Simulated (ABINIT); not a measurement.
# Quasiparticle gap of CdS (Greenockite) in ABINIT, part 2 of 3

Aim: the G0W0 gap of CdS (Greenockite) on PBE, step by step.

ABINIT 10.8.3; PBE and many-body steps on it, plane waves. Known limits of the many-body steps: not at the basis limit; no spin-orbit coupling; coarse k mesh.

So far. Step 2 (Ground state): The gap is direct, at Γ.

### 3. Bands along the symmetry lines

Level of this step: DFT, PBE, plane waves, norm-conserving pseudopotentials (ABINIT).

The cheap functional maps the bands first; the places of the edges decide which points the dearer methods must see.

Input file run.abi:

```
acell 3*1.0 Angstrom
rprim 
  4.137000000025 -0.000000000006 0.000000000000
  -2.068500000008 3.582747095481 0.000000000000
  0.000000000000 0.000000000000 6.714400000000
ntypat 2
znucl 48 16
natom 4
typat 1 1 2 2
xred 
  0.666666666667 0.333333333333 0.000000000000
  0.333333333333 0.666666666667 0.500000000000
  0.666666666667 0.333333333333 0.375000000000
  0.333333333333 0.666666666667 0.875000000000
pp_dirpath "pseudos"
pseudos "Cd.upf, S.upf"
ecut 47
iscf -2
irdden 1
kptopt 0
nkpt 39
kpt 
  0.00000000 0.00000000 0.00000000
  0.12500000 0.00000000 0.00000000
  0.25000000 0.00000000 0.00000000
  0.37500000 0.00000000 0.00000000
  0.50000000 0.00000000 0.00000000
  0.45833333 0.08333333 0.00000000
  0.41666666 0.16666666 0.00000000
  0.37500000 0.25000000 0.00000000
  0.33333333 0.33333333 0.00000000
  0.25000000 0.25000000 0.00000000
  0.16666666 0.16666666 0.00000000
  0.08333333 0.08333333 0.00000000
  0.00000000 0.00000000 0.00000000
  0.00000000 0.00000000 0.12500000
  0.00000000 0.00000000 0.25000000
  0.00000000 0.00000000 0.37500000
  0.00000000 0.00000000 0.50000000
  0.12500000 0.00000000 0.50000000
  0.25000000 0.00000000 0.50000000
  0.37500000 0.00000000 0.50000000
  0.50000000 0.00000000 0.50000000
  0.45833333 0.08333333 0.50000000
  0.41666666 0.16666666 0.50000000
  0.37500000 0.25000000 0.50000000
  0.33333333 0.33333333 0.50000000
  0.25000000 0.25000000 0.50000000
  0.16666666 0.16666666 0.50000000
  0.08333333 0.08333333 0.50000000
  0.00000000 0.00000000 0.50000000
  0.50000000 0.00000000 0.50000000
  0.50000000 0.00000000 0.37500000
  0.50000000 0.00000000 0.25000000
  0.50000000 0.00000000 0.12500000
  0.50000000 0.00000000 0.00000000
  0.33333333 0.33333333 0.50000000
  0.33333333 0.33333333 0.37500000
  0.33333333 0.33333333 0.25000000
  0.33333333 0.33333333 0.12500000
  0.33333333 0.33333333 0.00000000
istwfk *1
nband 33
nbdbuf 2
tolwfr 1e-08
nstep 40
prtwf 0
prtvol 0
indata_prefix "in"
outdata_prefix "out"
tmpdata_prefix "tmp"
```

Run with:

```sh
OMP_NUM_THREADS=1 mpirun -n 4 abinit run.abi > log
```

Numbers of over 12 decimals in the logs are rounded to 6 here.

The log of the run:

```text
.Version 10.8.3 of ABINIT. v10.8.2 released Aug 2026.

 Symmetries : space group P6_3 m c (#186); Bravais hP (primitive hexag.)
[... echo of the input left out ...]
== DATASET  1 ==================================================================
-   mpi_nproc: 4, omp_nthreads: 1 (-1 if OMP is not activated)

--- !DatasetInfo
iteration_state: {dtset: 1, }
dimensions: {natom: 4, nkpt: 39, mband: 33, nsppol: 1, nspinor: 1, nspden: 1, mpw: 10376, }
cutoff_energies: {ecut:  47.0, pawecutdg:  -1.0, }
electrons: {nelect:   5.20000000E+01, charge:   0.00000000E+00, occopt:   1.00000000E+00, tsmear:   1.00000000E-02, }

 Real(R)+Recip(G) space primitive vectors, cartesian coordinates (Bohr,Bohr^-1):
 R(1)=  7.8177970  0.0000000  0.0000000  G(1)=  0.1279133  0.0738508  0.0000000
 R(2)= -3.9088985  6.7704108  0.0000000  G(2)=  0.0000000  0.1477015  0.0000000
 R(3)=  0.0000000  0.0000000 12.6883771  G(3)=  0.0000000  0.0000000  0.0788123
 Unit cell volume ucvol=  6.7159196E+02 bohr^3
 Angles (23,13,12)=  9.00000000E+01  9.00000000E+01  1.20000000E+02 degrees

 getcut: wavevector=  0.0000  0.0000  0.0000  ngfft=  50  50  80
         ecut(hartree)=     47.000   => boxcut(ratio)=   2.04301

--- Pseudopotential description ------------------------------------------------
- Cd Generated using ONCVPSP code by D. R. Hamann
- 48.00000  20.00000  171031                  znucl, zion, pspdat
12 -101130 2 -1 1368                          pspcod,pspxc,lmax,lloc,mmax
     nproj     2     2     2
  pspatm : epsatm=   23.16453630
         --- l  ekb(1:nproj) -->
             0   51.917189    3.534234
             1    8.636196    1.282240
             2    0.687672   -0.678465
 pspatm: atomic psp has been read  and splines computed

- S Generated using ONCVPSP code by D. R. Hamann
- 16.00000   6.00000  171031                  znucl, zion, pspdat
12 -101130 2 -1 1146                          pspcod,pspxc,lmax,lloc,mmax
     nproj     2     2     2
  pspatm : epsatm=    9.01821529
         --- l  ekb(1:nproj) -->
[...]
pspatm: atomic psp has been read  and splines computed

--------------------------------------------------------------------------------

================================================================================
 prteigrs : about to open file out_EIG
 Non-SCF case, kpt    1 (  0.00000  0.00000  0.00000), residuals and eigenvalues=
  2.76E-09  3.45E-09  3.27E-09  9.44E-09  2.74E-09  8.90E-09  2.07E-09  3.15E-09
  2.14E-09  7.79E-09  2.32E-09  6.34E-09  8.18E-09  5.44E-09  4.62E-09  6.18E-09
  7.66E-09  5.01E-09  4.39E-09  9.15E-09  3.70E-09  2.57E-09  4.11E-09  6.80E-09
[...]
9.12E-05
 -3.5653E+00 -3.5653E+00 -2.1346E+00 -2.1345E+00 -2.1344E+00 -2.1344E+00
 -2.1344E+00 -2.1344E+00 -2.9322E-01 -2.7715E-01 -1.2388E-01 -1.2293E-01
 -1.2293E-01 -1.1972E-01 -1.1972E-01 -1.0812E-01 -1.0812E-01 -1.0475E-01
[...]
1.46E-04
[...]
Non-SCF case, kpt   38 (  0.33333  0.33333  0.12500), residuals and eigenvalues=
[...]
Non-SCF case, kpt   39 (  0.33333  0.33333  0.00000), residuals and eigenvalues=
[...]
-8.6945E-02 -8.6945E-02  2.5072E-02  2.5072E-02  4.6733E-02  9.1870E-02
  9.1870E-02  1.0097E-01  3.3009E-01  3.4772E-01  3.4772E-01  4.2348E-01
[...]
--- !ResultsGS
iteration_state: {dtset: 1, }
comment   : Summary of ground state results
lattice_vectors:
- [  7.8177970,  -0.0000000,   0.0000000, ]
- [ -3.9088985,   6.7704108,   0.0000000, ]
- [  0.0000000,   0.0000000,  12.6883771, ]
lattice_lengths: [   7.81780,    7.81780,   12.68838, ]
lattice_angles: [ 90.000,  90.000, 120.000, ] # degrees, (23, 13, 12)
lattice_volume:   6.7159196E+02
convergence: {deltae:  0.000E+00, res2:  0.000E+00, residm:  9.997E-09, diffor:  0.000E+00, }
etotal    :  -3.72830038E+02
entropy   :   0.00000000E+00
fermie    :   1.60565230E-01
cartesian_stress_tensor: null
pressure_GPa: null
xred      :
- [  6.6667E-01,   3.3333E-01,   0.0000E+00, Cd]
- [  3.3333E-01,   6.6667E-01,   5.0000E-01, Cd]
- [  6.6667E-01,   3.3333E-01,   3.7500E-01,  S]
- [  3.3333E-01,   6.6667E-01,   8.7500E-01,  S]
cartesian_forces: null
force_length_stats: {min: null, max: null, mean: null, }

 Integrated electronic density in atomic spheres:
 ------------------------------------------------
 Atom  Sphere_radius  Integrated_density
[...]
================================================================================

 ----iterations are completed or convergence reached----

 Mean square residual over all n,k,spin=   50.320E-10; max=  99.968E-10
 reduced coordinates (array xred) for    4 atoms
[...]
0.666666666667      0.333333333333      0.375000000000
       0.333333333333      0.666666666667      0.875000000000

 cartesian coordinates (angstrom) at end:
    1      2.068500     1.194249     0.000000
    2      3e-12     2.388498     3.357200
    3      2.068500     1.194249     2.517900
    4      3e-12     2.388498     5.875100
 length scales=  1.889726125908  1.889726125908  1.889726125908 bohr
              =  1.000000000000  1.000000000000  1.000000000000 angstroms
 prteigrs : about to open file out_EIG
 Eigenvalues (hartree) for nkpt=  39  k points:
 kpt#   1, nband= 33, wtk=  1.00000, kpt=  0.0000  0.0000  0.0000 (reduced coord)
[...]
kpt#   2, nband= 33, wtk=  1.00000, kpt=  0.1250  0.0000  0.0000 (reduced coord)
[...]
kpt#   3, nband= 33, wtk=  1.00000, kpt=  0.2500  0.0000  0.0000 (reduced coord)
[...]
kpt#  38, nband= 33, wtk=  1.00000, kpt=  0.3333  0.3333  0.1250 (reduced coord)
[...]
0.49161
 kpt#  39, nband= 33, wtk=  1.00000, kpt=  0.3333  0.3333  0.0000 (reduced coord)
[...]
-0.10736   -0.10528   -0.08695   -0.08695    0.02507    0.02507    0.04673    0.09187
   0.09187    0.10097    0.33009    0.34772    0.34772    0.42348    0.43271    0.43271
   0.47932

== END DATASET(S) ==============================================================
================================================================================

 -outvars: echo values of variables after computation  --------
            nband          33
             nkpt          39
          spgroup         186
 [... the other variables as echoed above ...]

 Calculation completed.
```

Elapsed: 97 s, on 4 MPI ranks of Intel Xeon Platinum 8488C (Sapphire Rapids), shared host; peak memory 0.56 GiB; 6.4 min of CPU time.

Numbers from this step:

```yaml
gap: 1.198 eV
k_of_the_valence_top: 0, 0, 0
k_of_the_conduction_bottom: 0, 0, 0
least_direct_gap: 1.198 eV
```

The gap is 1.198 eV, as in the run before at this level.

The electronic bands at the labelled points (eV, zero at the top of the highest filled band):

```tsv
point	band 23	band 24	band 25	band 26	band 27	band 28	band 29	band 30
Γ	-0.77	-0.05	0.00	0.00	1.20	2.78	6.43	6.43
M	-2.67	-1.88	-1.31	-0.74	3.71	3.86	5.09	6.40
K	-3.10	-1.87	-1.87	-1.62	4.61	5.09	5.09	7.15
Γ	-0.77	-0.05	0.00	0.00	1.20	2.78	6.43	6.43
A	-0.40	-0.40	-0.40	-0.40	2.84	2.84	6.17	6.17
L	-1.34	-1.34	-1.34	-1.34	3.46	3.46	5.37	5.37
H	-2.42	-2.42	-1.13	-1.13	4.38	4.38	6.08	6.08
A	-0.40	-0.40	-0.40	-0.40	2.84	2.84	6.17	6.17
jump to L	-1.34	-1.34	-1.34	-1.34	3.46	3.46	5.37	5.37
M	-2.67	-1.88	-1.31	-0.74	3.71	3.86	5.09	6.40
jump to H	-2.42	-2.42	-1.13	-1.13	4.38	4.38	6.08	6.08
K	-3.10	-1.87	-1.87	-1.62	4.61	5.09	5.09	7.15
```

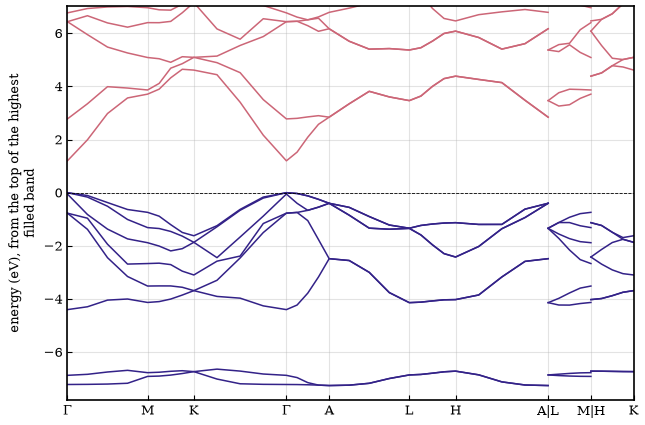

Electronic bands along the path; lines of filled and empty bands in two colours.

### 4. Empty states on the mesh, 3×3×2 mesh, 125 bands

The sums over transitions need many empty states on a uniform mesh; this step solves for them.

Input file run.abi:

```
acell 3*1.0 Angstrom
rprim 
  4.137000000025 -0.000000000006 0.000000000000
  -2.068500000008 3.582747095481 0.000000000000
  0.000000000000 0.000000000000 6.714400000000
ntypat 2
znucl 48 16
natom 4
typat 1 1 2 2
xred 
  0.666666666667 0.333333333333 0.000000000000
  0.333333333333 0.666666666667 0.500000000000
  0.666666666667 0.333333333333 0.375000000000
  0.333333333333 0.666666666667 0.875000000000
pp_dirpath "pseudos"
pseudos "Cd.upf, S.upf"
ecut 47
ngkpt 3 3 2
nshiftk 1
shiftk 0 0 0
kptopt 1
chksymbreak 0
iscf -2
irdden 1
istwfk *1
nband 125
nbdbuf 10
tolwfr 1e-09
nstep 60
prtvol 0
indata_prefix "in"
outdata_prefix "out"
tmpdata_prefix "tmp"
```

The log of the run:

```text
.Version 10.8.3 of ABINIT. v10.8.2 released Aug 2026.

 Symmetries : space group P6_3 m c (#186); Bravais hP (primitive hexag.)
[... echo of the input left out ...]
== DATASET  1 ==================================================================
-   mpi_nproc: 4, omp_nthreads: 1 (-1 if OMP is not activated)

--- !DatasetInfo
iteration_state: {dtset: 1, }
dimensions: {natom: 4, nkpt: 6, mband: 125, nsppol: 1, nspinor: 1, nspden: 1, mpw: 10374, }
cutoff_energies: {ecut:  47.0, pawecutdg:  -1.0, }
electrons: {nelect:   5.20000000E+01, charge:   0.00000000E+00, occopt:   1.00000000E+00, tsmear:   1.00000000E-02, }

 Real(R)+Recip(G) space primitive vectors, cartesian coordinates (Bohr,Bohr^-1):
 R(1)=  7.8177970  0.0000000  0.0000000  G(1)=  0.1279133  0.0738508  0.0000000
 R(2)= -3.9088985  6.7704108  0.0000000  G(2)=  0.0000000  0.1477015  0.0000000
 R(3)=  0.0000000  0.0000000 12.6883771  G(3)=  0.0000000  0.0000000  0.0788123
 Unit cell volume ucvol=  6.7159196E+02 bohr^3
 Angles (23,13,12)=  9.00000000E+01  9.00000000E+01  1.20000000E+02 degrees

 getcut: wavevector=  0.0000  0.0000  0.0000  ngfft=  50  50  80
         ecut(hartree)=     47.000   => boxcut(ratio)=   2.04301

--- Pseudopotential description ------------------------------------------------
- Cd Generated using ONCVPSP code by D. R. Hamann
- 48.00000  20.00000  171031                  znucl, zion, pspdat
12 -101130 2 -1 1368                          pspcod,pspxc,lmax,lloc,mmax
     nproj     2     2     2
  pspatm : epsatm=   23.16453630
         --- l  ekb(1:nproj) -->
             0   51.917189    3.534234
             1    8.636196    1.282240
             2    0.687672   -0.678465
 pspatm: atomic psp has been read  and splines computed

- S Generated using ONCVPSP code by D. R. Hamann
- 16.00000   6.00000  171031                  znucl, zion, pspdat
12 -101130 2 -1 1146                          pspcod,pspxc,lmax,lloc,mmax
     nproj     2     2     2
  pspatm : epsatm=    9.01821529
         --- l  ekb(1:nproj) -->
[...]
pspatm: atomic psp has been read  and splines computed

--------------------------------------------------------------------------------

================================================================================
 prteigrs : about to open file out_EIG
 Non-SCF case, kpt    1 (  0.00000  0.00000  0.00000), residuals and eigenvalues=
  4.33E-10  6.33E-10  6.73E-10  4.53E-10  1.78E-10  4.67E-10  3.25E-10  9.56E-10
  2.22E-10  3.59E-10  7.87E-10  1.39E-10  5.90E-10  1.06E-10  9.18E-10  7.22E-11
  5.73E-10  1.22E-10  7.32E-10  7.69E-10  9.03E-10  4.44E-10  5.64E-10  1.07E-10
[...]
1.11E-05  2.39E-05  1.24E-05  5.94E-04  1.41E-03
 -3.5653E+00 -3.5653E+00 -2.1346E+00 -2.1345E+00 -2.1344E+00 -2.1344E+00
 -2.1344E+00 -2.1344E+00 -2.9322E-01 -2.7715E-01 -1.2388E-01 -1.2293E-01
 -1.2293E-01 -1.1972E-01 -1.1972E-01 -1.0812E-01 -1.0812E-01 -1.0475E-01
[...]
1.7915E+00  1.8032E+00  1.8419E+00  1.8419E+00  1.8973E+00  1.8973E+00
  1.9059E+00  1.9162E+00  1.9162E+00  1.9350E+00  1.9683E+00  1.9878E+00
  1.9878E+00  2.0215E+00  2.0218E+00  2.0243E+00  2.0539E+00
 prteigrs : prtvol=0 or 1, do not print more k-points.

--- !ResultsGS
iteration_state: {dtset: 1, }
comment   : Summary of ground state results
lattice_vectors:
- [  7.8177970,  -0.0000000,   0.0000000, ]
- [ -3.9088985,   6.7704108,   0.0000000, ]
- [  0.0000000,   0.0000000,  12.6883771, ]
lattice_lengths: [   7.81780,    7.81780,   12.68838, ]
lattice_angles: [ 90.000,  90.000, 120.000, ] # degrees, (23, 13, 12)
lattice_volume:   6.7159196E+02
convergence: {deltae:  0.000E+00, res2:  0.000E+00, residm:  9.976E-10, diffor:  0.000E+00, }
etotal    :  -3.72830038E+02
entropy   :   0.00000000E+00
fermie    :   1.60565230E-01
cartesian_stress_tensor: null
pressure_GPa: null
xred      :
- [  6.6667E-01,   3.3333E-01,   0.0000E+00, Cd]
- [  3.3333E-01,   6.6667E-01,   5.0000E-01, Cd]
- [  6.6667E-01,   3.3333E-01,   3.7500E-01,  S]
- [  3.3333E-01,   6.6667E-01,   8.7500E-01,  S]
cartesian_forces: null
force_length_stats: {min: null, max: null, mean: null, }

 Integrated electronic density in atomic spheres:
 ------------------------------------------------
 Atom  Sphere_radius  Integrated_density
[...]
================================================================================

 ----iterations are completed or convergence reached----

 Mean square residual over all n,k,spin=   45.194E-11; max=  99.756E-11
 reduced coordinates (array xred) for    4 atoms
[...]
0.666666666667      0.333333333333      0.375000000000
       0.333333333333      0.666666666667      0.875000000000

 cartesian coordinates (angstrom) at end:
    1      2.068500     1.194249     0.000000
    2      3e-12     2.388498     3.357200
    3      2.068500     1.194249     2.517900
    4      3e-12     2.388498     5.875100
 length scales=  1.889726125908  1.889726125908  1.889726125908 bohr
              =  1.000000000000  1.000000000000  1.000000000000 angstroms
 prteigrs : about to open file out_EIG
 Eigenvalues (hartree) for nkpt=   6  k points:
 kpt#   1, nband=125, wtk=  0.05556, kpt=  0.0000  0.0000  0.0000 (reduced coord)
[...]
1.73250    1.74748    1.76916    1.79147    1.79147    1.80317    1.84194    1.84194
   1.89732    1.89732    1.90585    1.91623    1.91623    1.93497    1.96832    1.98781
   1.98782    2.02146    2.02181    2.02428    2.05388
 prteigrs : prtvol=0 or 1, do not print more k-points.

== END DATASET(S) ==============================================================
================================================================================

 -outvars: echo values of variables after computation  --------
            nband         125
             nkpt           6
          spgroup         186
 [... the other variables as echoed above ...]

 Calculation completed.
```

It took 2 min on 4 MPI ranks; peak memory 0.51 GiB.

Numbers from this step:

* gap: 1.198 eV
* k of the valence top: 0, 0, 0
* k of the conduction bottom: 0, 0, 0
* least direct gap: 1.198 eV
* k points computed: 6
* lowest point of the top converged band, above the valence top: 47.48 eV

On this mesh the gap is 1.198 eV.

### 5. Screening, 3×3×2 mesh, 115 bands, screening to 119.7 eV

The RPA dielectric matrix is built and inverted for each q.

This step: RPA screening on PBE, plane waves, norm-conserving pseudopotentials.

Edit run.abi of step 4 so:

```diff
@@ -22,10 +22,11 @@
 chksymbreak 0
-iscf -2
-irdden 1
 istwfk *1
-nband 125
-nbdbuf 10
-tolwfr 1e-09
-nstep 60
-prtvol 0
+occopt 1
+irdwfk 1
+optdriver 3
+nband 115
+ecuteps 4.4
+inclvkb 2
+awtr 1
+symchi 1
 indata_prefix "in"
```

The log of the run:

```text
.Version 10.8.3 of ABINIT. v10.8.2 released Aug 2026.

 Symmetries : space group P6_3 m c (#186); Bravais hP (primitive hexag.)
[... echo of the input left out ...]
== DATASET  1 ==================================================================
-   mpi_nproc: 4, omp_nthreads: 1 (-1 if OMP is not activated)

--- !DatasetInfo
iteration_state: {dtset: 1, }
dimensions: {natom: 4, nkpt: 6, mband: 115, nsppol: 1, nspinor: 1, nspden: 1, mpw: 10374, }
cutoff_energies: {ecut:  47.0, pawecutdg:  -1.0, }
electrons: {nelect:   5.20000000E+01, charge:   0.00000000E+00, occopt:   1.00000000E+00, tsmear:   1.00000000E-02, }

 SCREENING: Calculation of the susceptibility and dielectric matrices

 Based on a program developped by R.W. Godby, V. Olevano, G. Onida, and L. Reining.
 Incorporated in ABINIT by V. Olevano, G.-M. Rignanese, and M. Torrent.
.Using double precision arithmetic ; gwpc =  8

[... cell and pseudopotentials left out ...]
--------------------------------------------------------------------------------

 ==== K-mesh for the wavefunctions ====
 Number of points in the irreducible wedge :     6
[... list of points left out ...]
 Together with 12 symmetry operations and time-reversal symmetry
 yields    18 points in the full Brillouin Zone.

 ==== Q-mesh for the screening function ====
 Number of points in the irreducible wedge :     6
[... list of points left out ...]
 Together with 12 symmetry operations and time-reversal symmetry
 yields    18 points in the full Brillouin Zone.

 setmesh: FFT mesh size selected  =    27x   27x   54
          total number of points  =        39366

 vcoul_init : cutoff-mode = AUXILIARY_FUNCTION
 q-points for optical limit:   1
     1)      0.000010    0.000020    0.000030

- screening: taking advantage of time-reversal symmetry
- Maximum band index for partially occupied states nbvw = 26
- Remaining bands to be divided among processors   nbcw = 89
- Number of bands treated by each node ~22

 Number of electrons calculated from density =   52.0000; Expected =   52.0000
 average of density, n =  0.077428
 r_s =    1.4555
 omega_plasma =   26.8414 [eV]

 calculating chi0 at frequencies [eV] :
  1    0.000000E+00    0.000000E+00
  2    0.000000E+00    2.684136E+01

--------------------------------------------------------------------------------
  q-point number  1        q = ( 0.000000, 0.000000, 0.000000) [r.l.u.]
--------------------------------------------------------------------------------
[... chi0 elements left out ...]
 For q-point:  0.000010 0.000020 0.000030
  dielectric constant =  13.5541
  dielectric constant without local fields =  14.3572

  Average fulfillment of the sum rule on Im[epsilon] for q-point    1 :     47.60  [%]
[... wings left out ...]
  q-point number  2        q = ( 0.333333, 0.000000, 0.000000) [r.l.u.]
--------------------------------------------------------------------------------
[... chi0 elements left out ...]
  Average fulfillment of the sum rule on Im[epsilon] for q-point    2 :     52.68  [%]

 [... 4 further q-points ...]
```

Wall time 55 s (4 MPI ranks); peak memory 1.4 GiB.

Numbers from this step:

```
ε∞ with local fields, on this mesh, along the program's q direction : 13.55
the same without local fields                                       : 14.36
plasma frequency                                                    : 26.84 eV
plane waves in the screening matrix                                 : 311
```

Local fields lower ε∞ by 6 %. On a Γ-centred mesh this coarse the value itself is usually too large, while a short band sum pulls it down.

[end of part 2 of 3]

[Paths, hosts, dates, memory and timing lines, banners, echoed tables and standing remarks are left out of the program output.]

[Logs are printed without paths, hosts, clocks, repeated set-up lines and the standing remarks that a program may print on its own settings, such as how far it seeks lower states.]

[Runs of the session that timed out or met a known fault of the program may be left out.]

[Hosts, paths, dates, database ids (printed as entryN), source tags and the programs' standing remarks are cut or masked in the printed files.]

[G0W0 gaps are taken among the corrected bands and points alone; a level outside them can change the order at an edge.]

[Where Ansatz stands beside ABINIT at settings called matched, ABINIT's density can come from a denser mesh and the files from another edition; pairs whose starting gaps differed by over 0.03 eV were left out, so agreement reads better than it is.]
